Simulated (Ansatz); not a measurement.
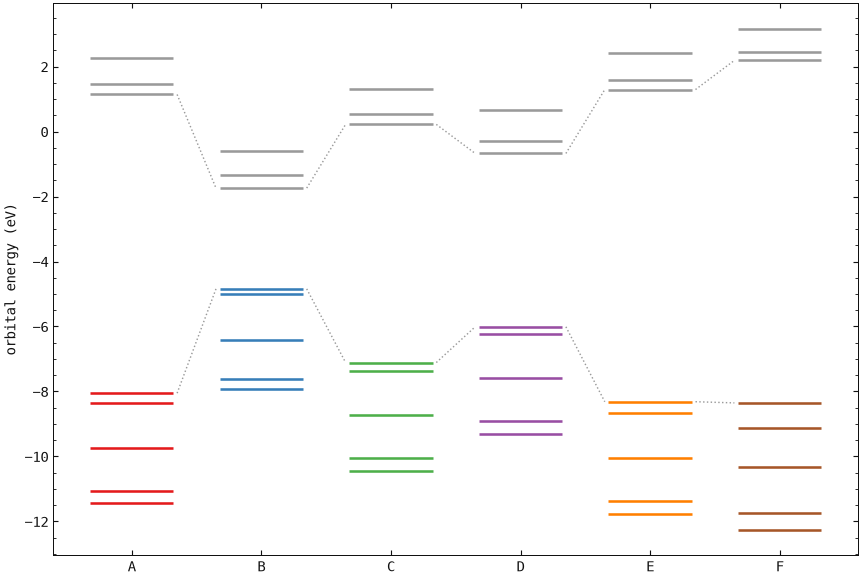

Frontier orbital energies of C₄H₁₅N₂SbSi, SMILES C[N](C)[Sb]([SiH3])[N](C)C, singlet at one geometry, def2-TZVPP, the Ansatz code 0.2.0, at a PBE0-D4/def2-TZVP geometry (no frequency check). Empty levels are grey, levels within 0.1 eV stand side by side; all columns show the same few orbitals around the gap. Dotted lines join the HOMOs and the LUMOs.

### The columns come from CAM-B3LYP, HF, LC-wPBE, LDA (SPW92), r2SCAN0 and ωB97X-V. Which is which?

A: ωB97X-V (HOMO −8.05, LUMO 1.14, separation 9.20 eV)
B: LDA (SPW92) (HOMO −4.84, LUMO −1.74, separation 3.10 eV)
C: CAM-B3LYP (HOMO −7.11, LUMO 0.22, separation 7.33 eV)
D: r2SCAN0 (HOMO −6.01, LUMO −0.67, separation 5.34 eV)
E: LC-wPBE (HOMO −8.32, LUMO 1.29, separation 9.61 eV)
F: HF (HOMO −8.35, LUMO 2.19, separation 10.54 eV)

Caveats, for all or some of the runs: core potentials past krypton; empty levels above zero depend strongly on the basis; one conformer of a flexible molecule; spin-orbit coupling is left out, and with Sb it can shift these levels and split any degenerate set.
